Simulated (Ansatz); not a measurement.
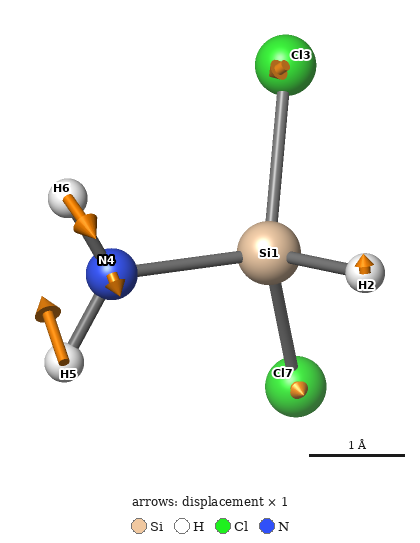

This is a relaxation of SiNH3Cl2. The starting structure is drawn; orange arrows show the displacements, at their true length. The two geometries are superimposed by the best rigid fit.

The picture is a ball-and-stick view, seen at a tilt.

The run prepares the start of a later molecular dynamics calculation, from a guessed geometry.

These are results of RKS PBE/STO-3G in Ansatz 0.2.0, not measurements.

The input:
```yaml
crystal:
  periodic: [false, false, false]
  atoms:
    - { symbol: Si, position_ang: [0.0, 0.0, 0.0] }
    - { symbol: H, position_ang: [0.0, 0.0, 1.46] }
    - { symbol: Cl, position_ang: [2.0086, 0.0, -0.7093] }
    - { symbol: "N", position_ang: [-0.8572, 1.4851, -0.6061] }
    - { symbol: H, position_ang: [-1.8773, 1.43, -0.8888] }
    - { symbol: H, position_ang: [-0.3367, 2.4058, -0.6766] }
    - { symbol: Cl, position_ang: [-1.0032, -1.7381, -0.7093] }
basis:
  gaussian: { orbitals: STO-3G }
hamiltonian:
  xc: pbe
relax:
  f_tol: 0.02
  max_steps: 40
```

Run as
```bash
ansatz run input.yaml --threads 1 --pin off --max-ram 2048MiB --backend cpu --events-out ev --progress --plain --runs-dir out
```

### Atoms of which element are displaced furthest, and by how much?

Hydrogen: up to 0.89 Å, against 0.27 Å for chlorine.

### What did the optimiser do to the structure, and how much energy did it gain?

Over 13 geometry steps the energy falls by 44.6 kJ/mol. Largest force component: 2.3 eV/Å at the start, 0.015 eV/Å at the end. The largest move after the best rigid fit is that of H5, 0.89 Å. By element the largest moves are H 0.89 Å, Cl 0.27 Å, N 0.26 Å, Si 0.07 Å. Some distances before and after: Si1–N4 1.819 → 1.740 Å, Si1–Cl7 2.128 → 2.107 Å, N4–H5 1.060 → 1.052 Å. Bond angles that change, for instance: H5–N4–H6 120.0° → 107.0°, Si1–N4–H6 120.0° → 113.4°, Cl3–Si1–N4 109.5° → 115.8°. Cost: 31 s on 1 thread of AMD EPYC 7R43 64-Core Processor (Zen 3), on a shared host, peak memory 0.13 GiB.

Limits of the set-up: STO-3G is a minimal basis, so the numbers are rough.
